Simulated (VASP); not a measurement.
Band structure of Nd (relaxed from the simple-cubic structure, space group Pm-3m). These are r2SCAN meta-GGA, VASP's PBE PAW potentials (set 64) (plane waves; VASP) values and carry that method's errors.

The 4f electrons are frozen in the core of the lanthanide potential, so 4f levels, which can set the real gap, and their magnetism are missing.

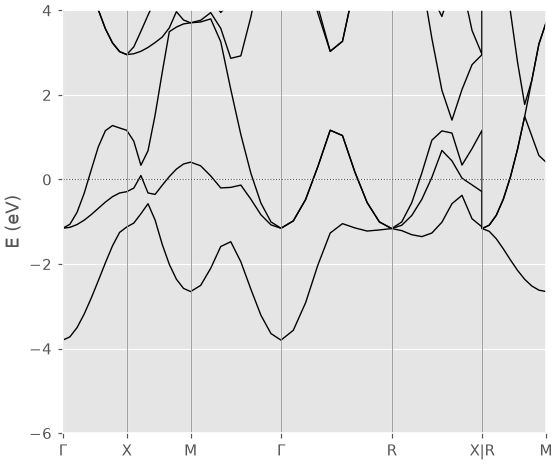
Figure: Bands along high-symmetry lines, zero at the valence-band maximum or, without a gap, the Fermi level

Problem. Read the plot: is there a gap, and where are the band edges?

Solution. It has no gap at this level: it comes out as a metal or semimetal.

The structure was generated: Nd was put into the simple-cubic type (Pm-3m), which need not be its known phase. It was relaxed first, which changed the volume by -9 %.
